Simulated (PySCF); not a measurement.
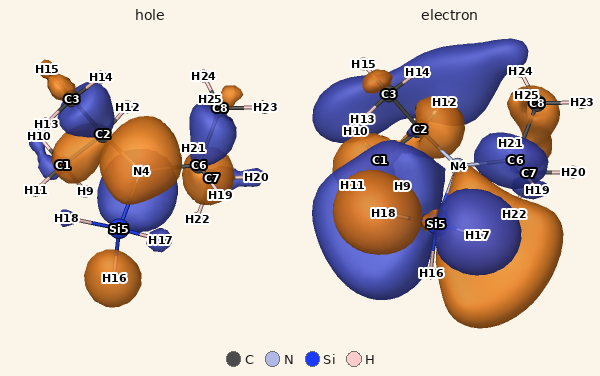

C$_{6}$H$_{17}$NSi, SMILES `CC(C)N([SiH3])C(C)C`. Leading natural transition orbital pair of S₂ (full linear response singlet states); the surfaces enclose about 78 % of each orbital's density.

Computed with PySCF, B3LYP/6-31G*, geometry: GFN2-xTB. No frequency check shows the geometry to be a minimum. Without diffuse functions Rydberg states are missing, so the states' numbers hold for this basis only.

The calculation's input:

```python
import numpy as np
from pyscf import gto, scf, dft, tdscf
from pyscf.scf import atom_ks, atom_hf
from scipy.linalg import block_diag

def solve(mol, dm0=None, hcore=None):
    mf = (dft.UKS if mol.spin else dft.RKS)(mol, xc='b3lyp')
    mf.grids.level = 3
    mf = mf.density_fit(auxbasis='def2-universal-jkfit')
    mf.conv_tol, mf.max_cycle = 1e-8, 80
    if hcore is not None:
        mf.get_hcore = lambda *args: hcore
    mf.kernel(dm0)
    if not mf.converged:
        mf = mf.newton().run(mf.mo_coeff, mf.mo_occ, max_cycle=30)
    assert mf.converged, 'SCF not converged'
    return mf

mol = gto.M(atom='''
C     -1.59939     0.78684    -1.40002
C     -0.69431     0.96408    -0.18016
C     -1.49594     1.50035     1.00804
N      0.00150    -0.26297     0.17209
Si    -0.80595    -1.77034     0.32853
C      1.45066    -0.24166     0.09283
C      1.95945    -0.03459    -1.33729
C      2.06759     0.78017     1.05229
H     -1.03283     0.37305    -2.23049
H     -2.01265     1.74664    -1.70323
H     -2.41823     0.11093    -1.16976
H      0.05968     1.71539    -0.43647
H     -2.29151     0.80943     1.27044
H     -0.84782     1.62281     1.87182
H     -1.93670     2.46366     0.76078
H     -0.94061    -2.51935    -0.93548
H     -0.01110    -2.57080     1.26218
H     -2.14497    -1.54049     0.86868
H      1.78406    -1.23334     0.41582
H      3.04172    -0.13544    -1.36466
H      1.69892     0.95259    -1.71206
H      1.52240    -0.78228    -1.99510
H      3.14735     0.65418     1.07805
H      1.85201     1.80114     0.74704
H      1.67476     0.62633     2.05427
''', basis='6-31g*', charge=0, spin=0, verbose=4)
mf = solve(mol)
td = mf.TDDFT()
td.nstates, td.singlet, td.conv_tol = 4, True, 1e-5
td.kernel()
td.analyze()
x, y = np.array([p[0] for p in td.xy]), np.array([p[1] + 0 * p[0] for p in td.xy])
f, mu = td.oscillator_strength(), td.transition_dipole()
nto = [td.get_nto(state=i + 1, verbose=4) for i in range(len(td.e))]
# spherically averaged free atoms, for the promolecule
atm = atom_ks.get_atm_nrks(mol, xc='b3lyp')
pro = block_diag(*[(atm[a[0]][2] * atm[a[0]][3]) @ atm[a[0]][2].T for a in mol._atom])
np.savez('result.npz', e=td.e, f=f, ok=td.converged, w=[n[0] for n in nto], nto=[n[1] for n in nto], x=x, y=y, c=mf.mo_coeff, occ=mf.mo_occ, eps=mf.mo_energy, pro=pro, mu=mu)
```

Command:

```sh
OMP_NUM_THREADS=1 python input.py
```

The run took 8.6 min on 1 thread of AMD EPYC 9R45 (Zen 5), with other jobs on the host, peak memory 1.1 GiB.

Question: Give its energy and the atoms that hole and electron lie on.

Answer: 6.57 eV (189 nm), f = 0.001 (very weak); the leading pair carries 100 %; hole on N4 (52 %), Si5 (9 %) and C2 and C6 (6 % each), electron on Si5 (36 %), H17 and H18 (8 % each) and H16 (7 %); their centroids lie 1.0 Å apart. In canonical orbitals it is mainly HOMO → LUMO+1 (98 %). The HOMO–LUMO gap is 6.77 eV.
